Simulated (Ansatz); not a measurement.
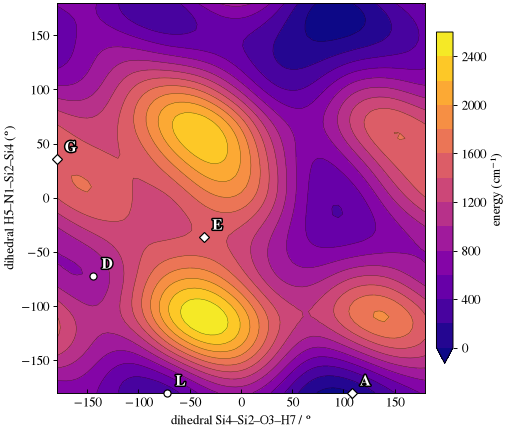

H6NOSi2, SMILES N[Si](O)[SiH3], spin multiplicity 2. First axis: dihedral Si4–Si2–O3–H7. Second axis: dihedral H5–N1–Si2–Si4. Nothing is relaxed (all other coordinates rigid). The scan uses a 10 × 10 grid. Points are written as (first, second). All energies are given in cm⁻¹ relative to the lowest grid point. Level of theory: Ansatz 0.2.0, UKS B3LYP-D4/def2-SVP.

The picture shows filled contours, lettered points. Between grid points the surface is interpolated.

Rank the lettered points by energy, lowest first.

A (0 cm⁻¹), L (300 cm⁻¹), D (843 cm⁻¹), E (1435 cm⁻¹), G (1578 cm⁻¹).
